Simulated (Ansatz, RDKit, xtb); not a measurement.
**C3H4F3N: which of the isomers drawn lies lowest?**

A sample of isomers of C3H4F3N is drawn. Aim: find which of them has the lowest free energy at 298.15 K, then its properties. The sample is small against all isomers, and the most stable one of this formula need not be in it.

Plan: many cheap relaxations first (GFN2-xTB), then density-functional screening, relaxation at B3LYP-D3(BJ)/def2-SVP, vibrations (at GFN2-xTB) and a final energy. The numbers are computed, not measured.

### 1 Drawing up candidates

Isomers were taken from a list of plausible structures; this is a sample, not all of them. That gives 3 candidates.

```csv
label,SMILES,spin
c396,N/C=C/C(F)(F)F,singlet
c769,C=C(N)C(F)(F)F,singlet
c964,N/C=C\C(F)(F)F,singlet
```

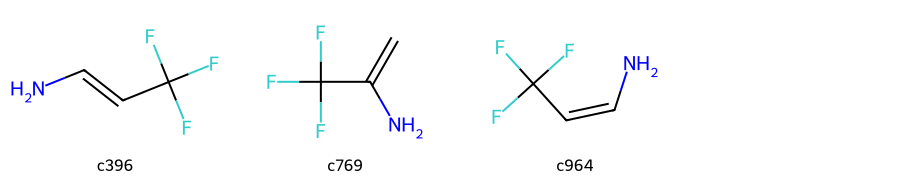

Structural formulas of the candidates.

Candidates are built by distance geometry, with a force field where one applies, in up to four conformers (letters a to d).

### 2 First filter: tight binding

All 3 starts are relaxed the same way. One of them, c769a (taken from a list of positional isomers, embedded by distance geometry and MMFF94), in full:

start.xyz

```xyz
11
c769a
C      0.515852    -0.352364    -1.144665
C     -0.776427    -0.636337    -0.817347
C     -1.109406    -1.899375    -0.037017
F     -1.864458    -2.798848    -0.724975
F     -1.860318    -1.575502     1.098094
F     -0.018613    -2.560351     0.405772
N     -1.818110     0.241162    -1.178399
H      0.754579     0.556392    -1.719206
H      1.303222    -1.018296    -0.907125
H     -1.447345     1.150946    -1.327521
H     -2.575042     0.182457    -0.511034
```

On the command line:

```
$ xtb start.xyz --gfn 2 --opt
```

The log of the run, cut to the lines that bear on the results:

```text
* xtb version 6.7.1
[...]
          :  # basis functions                  32          :
[...]
          :  # electrons                        42          :
[...]
          :  Hamiltonian                  GFN2-xTB          :
[...]
          :  net charge                          0          :
          :  unpaired electrons                  0          :
[...]
   *** convergence criteria satisfied after 11 iterations ***
[...]
   *** GEOMETRY OPTIMIZATION CONVERGED AFTER 9 ITERATIONS ***
[...]
   *** convergence criteria satisfied after 3 iterations ***
[...]
         ::                     SUMMARY                     ::
         :::::::::::::::::::::::::::::::::::::::::::::::::::::
         :: total energy             -25.559400663631 Eh    ::
         :: gradient norm              0.000351776040 Eh/a0 ::
         :: HOMO-LUMO gap              4.509083305882 eV    ::
         ::.................................................::
         :: SCC energy               -25.751210139292 Eh    ::
         :: -> isotropic ES            0.049960895863 Eh    ::
         :: -> anisotropic ES          0.001767789619 Eh    ::
         :: -> anisotropic XC         -0.012446569915 Eh    ::
         :: -> dispersion             -0.006032620861 Eh    ::
         :: repulsion energy           0.191809475662 Eh    ::
         :: add. restraining           0.000000000000 Eh    ::
         :: total charge               0.000000000000 e     ::
         :::::::::::::::::::::::::::::::::::::::::::::::::::::
[...]
        21        2.0000           -0.3958009             -10.7703 (HOMO)
        22                         -0.2300951              -6.2612 (LUMO)
[...]
     #   Z          covCN         q      C6AA      α(0)
     1   6 C        2.844    -0.131    31.338     9.174
     2   6 C        2.870     0.045    26.991     8.516
     3   6 C        3.340     0.482    17.293     6.578
     4   9 F        0.791    -0.204    11.278     3.967
     5   9 F        0.791    -0.215    11.393     3.987
     6   9 F        0.791    -0.198    11.213     3.956
     7   7 N        2.641    -0.266    26.899     7.703
     8   1 H        0.926     0.059     2.216     2.328
     9   1 H        0.926     0.066     2.128     2.281
    10   1 H        0.860     0.182     1.204     1.719
    11   1 H        0.860     0.182     1.204     1.719
[...]
     #   Z sym  total        # sym  WBO       # sym  WBO       # sym  WBO
 ---------------------------------------------------------------------------
     1   6 C    3.977 --     2 C    1.798     9 H    0.974     8 H    0.973
                             7 N    0.175
     2   6 C    3.960 --     1 C    1.798     7 N    1.160     3 C    0.937
     3   6 C    3.823 --     6 F    0.960     4 F    0.946     2 C    0.937
                             5 F    0.935
     4   9 F    1.074 --     3 C    0.946
     5   9 F    1.063 --     3 C    0.935
     6   9 F    1.083 --     3 C    0.960
     7   7 N    3.266 --     2 C    1.160    10 H    0.949    11 H    0.947
                             1 C    0.175
     8   1 H    0.997 --     1 C    0.973
     9   1 H    0.996 --     1 C    0.974
    10   1 H    0.967 --     7 N    0.949
[...]
molecular dipole:
                 x           y           z       tot (Debye)
 q only:        0.010       1.241      -0.494
   full:       -0.012       1.406      -0.353       3.685
molecular quadrupole (traceless):
[...]
          | TOTAL ENERGY              -25.559400663631 Eh   |
          | GRADIENT NORM               0.000351776040 Eh/α |
          | HOMO-LUMO GAP               4.509083305882 eV   |
           -------------------------------------------------
[...]
```

It took 0.18 s on 2 threads of Intel Xeon at 2.50GHz (Skylake/Cascade Lake), shared host.

### 3 Distinct minima at GFN2-xTB

3 of the 3 relaxations converged. 3 distinct structures remain:

```csv
label,start,SMILES after,spin,energy (kcal/mol)
c964a,drawn,N/C=C\C(F)(F)F,singlet,0.0
c396a,drawn,N/C=C/C(F)(F)F,singlet,0.2
c769a,drawn,C=C(N)C(F)(F)F,singlet,4.5
```

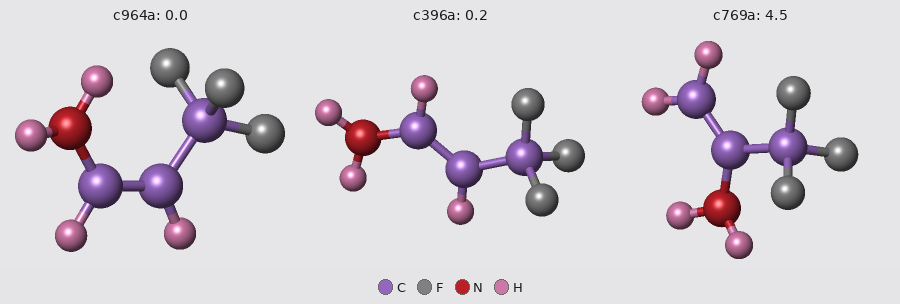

The 3 lowest minima that did not fall apart, with their GFN2-xTB energies in kcal/mol.

### 4 Second filter: single points

A choice of the minima (the low ones first, few conformers of a pattern, up to a cap) and the lowest that fell apart get a single point at r2SCAN-D4/def2-SVP on the tight-binding geometry, and one at HF/STO-3G for comparison. The lowest singlets are also tried as triplets at the same geometry (label ending in t). The first, c964a:

input.yaml

```yaml
basis:
  gaussian: {orbitals: def2-SVP}
crystal:
  periodic: [false, false, false]
  atoms:
    - {symbol: C, position_ang: [-1.419708, 0.162794, -0.738792]}
    - {symbol: C, position_ang: [-1.544731, -1.005455, -0.090423]}
    - {symbol: C, position_ang: [-0.525040, -2.077244, -0.176553]}
    - {symbol: F, position_ang: [-0.384241, -2.600254, -1.420319]}
    - {symbol: F, position_ang: [-0.793620, -3.107983, 0.632490]}
    - {symbol: F, position_ang: [0.725903, -1.656697, 0.149486]}
    - {symbol: N, position_ang: [-0.417757, 0.508128, -1.576534]}
    - {symbol: H, position_ang: [0.394239, -0.081105, -1.647811]}
    - {symbol: H, position_ang: [-0.315387, 1.463863, -1.863366]}
    - {symbol: H, position_ang: [-2.201375, 0.901631, -0.632099]}
    - {symbol: H, position_ang: [-2.399123, -1.227125, 0.519796]}
scf: {lower_state_search: off}
output: {orbitals: {seedname: orbitals}}
hamiltonian: {xc: {name: r2SCAN}, dispersion: d4}
```

On the command line:

```
$ ansatz run input.yaml --threads 2 --pin off --max-ram 5220MiB --events-out events.jsonl --progress --plain --runs-dir runs
```

The log of the run, cut to the lines that bear on the results:

```text
Warning: RAYON_NUM_THREADS=2 ignored (pool sized by the plan → 2); use --threads N
Functional definition: r2SCAN
  name "r2SCAN"
[...]
1322 factors; their error is unknown
[...]
mean field -12800.84955632 eV, -470.4225444674 hartree, gradient 6.8e-6 eV, S^2 0.000000; 0 other end points of the search recorded, 0 dependent functions left out
reference -12800.84956345 eV, -470.4225447292 hartree; 28, 28 occupied and 90, 90 virtual orbitals, 1322 factors
Total energy: -12800.90427488 eV, -470.4245553374 hartree
Checks for a lower state left out: stability, starts, cluster_reference, orbital_swaps, neighbouring_geometries, increment
```

It took 3.3 s on 2 threads of Intel Xeon at 2.50GHz (Skylake/Cascade Lake), shared host.

Relative energies in kcal/mol, each column from its lowest structure that stays in one piece:

```csv
label,SMILES,spin,GFN2-xTB,HF/STO-3G,r2SCAN-D4/def2-SVP
c396a,N/C=C/C(F)(F)F,singlet,0.2,0.0,0.0
c964a,N/C=C\C(F)(F)F,singlet,0.0,0.9,0.6
c769a,C=C(N)C(F)(F)F,singlet,4.5,1.4,3.3
c769at,C=C(N)C(F)(F)F,triplet,–,–,89.7
c396at,N/C=C/C(F)(F)F,triplet,–,–,91.9
```

### 5 Refinement at B3LYP-D3(BJ)/def2-SVP

3 candidates are relaxed at B3LYP-D3(BJ)/def2-SVP (chosen among the lowest in one piece). The first, c396a:

input.yaml

```yaml
crystal:
  periodic: [false, false, false]
  atoms:
    - {symbol: C, position_ang: [-0.954085, -0.294420, -1.326623]}
    - {symbol: C, position_ang: [-0.765625, -0.786726, -0.096571]}
    - {symbol: C, position_ang: [-0.576393, -2.231346, 0.161043]}
    - {symbol: F, position_ang: [-0.595054, -2.984952, -0.950113]}
    - {symbol: F, position_ang: [-1.522569, -2.745481, 0.978362]}
    - {symbol: F, position_ang: [0.598627, -2.501356, 0.773318]}
    - {symbol: "N", position_ang: [-1.203487, 1.006113, -1.611208]}
    - {symbol: H, position_ang: [-1.099869, 1.329697, -2.555900]}
    - {symbol: H, position_ang: [-1.082388, 1.685664, -0.879748]}
    - {symbol: H, position_ang: [-0.964750, -0.960235, -2.179105]}
    - {symbol: H, position_ang: [-0.752016, -0.169792, 0.786486]}
basis:
  gaussian:
    orbitals: def2-SVP
hamiltonian:
  xc: {name: B3LYP}
  dispersion: d3bj
scf:
  lower_state_search: "off"
relax:
  f_tol: 0.006
```

On the command line:

```
$ ansatz run input.yaml --threads 2 --pin off --max-ram 5220MiB --events-out events.jsonl --progress --plain --runs-dir runs
```

The log of the run, cut to the lines that bear on the results:

```text
Warning: RAYON_NUM_THREADS=2 ignored (pool sized by the plan → 2); use --threads N
[...]
Functional definition: B3LYP
  name "B3LYP"
[...]
1305 factors; integrals over basis functions are off by at most 3.7e-4 eV
[...]
mean field -12806.89858186 eV, -470.6448420556 hartree, gradient 7.3e-6 eV, S^2 0.000000; 0 other end points of the search recorded, 0 dependent functions left out
[...]
reference -12806.89878303 eV, -470.6448494487 hartree; 28, 28 occupied and 90, 90 virtual orbitals, 1305 factors
relax step   1: F+E_penalty+E_count = -12807.23321946 eV  Δ(F+E_penalty+E_count) = +0.000e0 eV  max|allowed force component| = 7.873e-1 eV/Å  Δτ_max = 0.0000 Å  (15 SCF iters, accepted)
[...]
relax step   5: F+E_penalty+E_count = -12807.26327927 eV  Δ(F+E_penalty+E_count) = -1.588e-4 eV  max|allowed force component| = 1.705e-2 eV/Å  Δτ_max = 0.0035 Å  (14 SCF iters, accepted)
[...]
Atom 2 at    -0.573124    -2.247150     0.164133 Å, force    -0.000327    -0.001421    -0.002678 eV/Å
Atom 3 at    -0.593533    -2.966560    -0.978474 Å, force     0.000482     0.000502     0.000991 eV/Å
Atom 4 at    -1.523704    -2.768994     0.973162 Å, force    -0.001433    -0.000355    -0.000349 eV/Å
Atom 5 at     0.606530    -2.510125     0.772419 Å, force     0.001280     0.000272     0.001757 eV/Å
Atom 6 at    -1.204907     1.016723    -1.622101 Å, force    -0.004701     0.004791     0.001609 eV/Å
Atom 7 at    -1.097033     1.317464    -2.580651 Å, force     0.001311    -0.000678    -0.001769 eV/Å
Atom 8 at    -1.077490     1.733065    -0.917797 Å, force     0.001442     0.000259     0.000269 eV/Å
Atom 9 at    -0.968577    -0.970121    -2.160369 Å, force    -0.000498    -0.000664    -0.000780 eV/Å
Atom 10 at    -0.752915    -0.171905     0.825431 Å, force     0.001388    -0.000732     0.001592 eV/Å
Dipole moment:    -0.034886     0.874410    -0.447170 e Å
Checks for a lower state left out: stability, starts, cluster_reference, orbital_swaps, neighbouring_geometries, increment
```

Run time: 30 s. Hardware: 2 threads of Intel Xeon at 2.50GHz (Skylake/Cascade Lake), shared host.

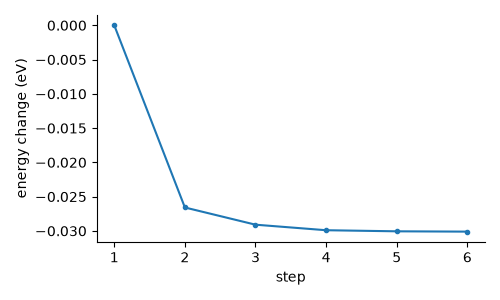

Energy along the run, all evaluated steps.

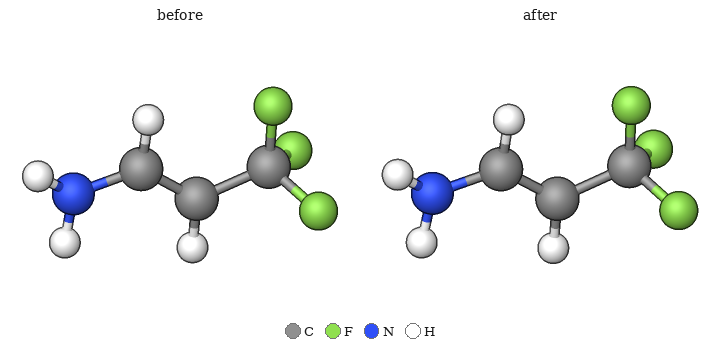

Before and after, at one scale.

After the run. Bond lengths: C1–C2 1.348 Å, C2–C3 1.482 Å, C3–F4 1.350 Å, C3–F5 1.353 Å, C3–F6 1.353 Å, C1–N7 1.365 Å, N7–H8 1.010 Å, N7–H9 1.013 Å, C1–H10 1.094 Å, C2–H11 1.093 Å. Some angles: C1–C2–C3 122.2°, C2–C1–N7 126.8°, C2–C3–F4 112.6°, C2–C3–F5 112.3°, C2–C3–F6 112.1°, F4–C3–F5 106.9°, F4–C3–F6 106.9°, F5–C3–F6 105.6°, C1–C2–H11 122.5°, C3–C2–H11 115.3°.

### 6 Ranking at B3LYP-D3(BJ)/def2-SVP

```csv
label,spin,r2SCAN-D4/def2-SVP (kcal/mol),"B3LYP-D3(BJ)/def2-SVP, relaxed (kcal/mol)",time
c964a,singlet,0.6,0.0,2 min
c396a,singlet,0.0,0.1,30 s
c769a,singlet,3.3,3.4,44 s
```

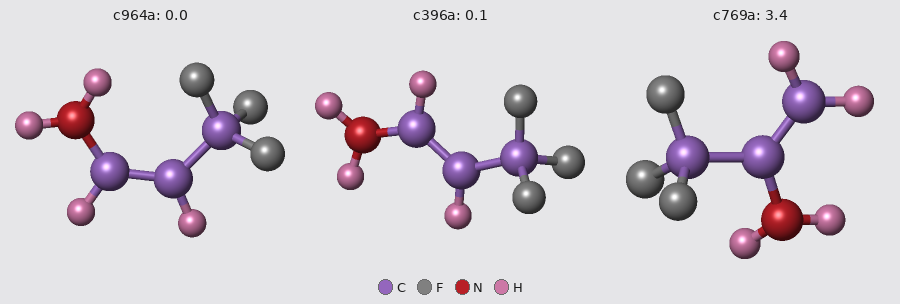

The relaxed structures, with energies at B3LYP-D3(BJ)/def2-SVP in kcal/mol.

(Part 1 of 2 ends here.)
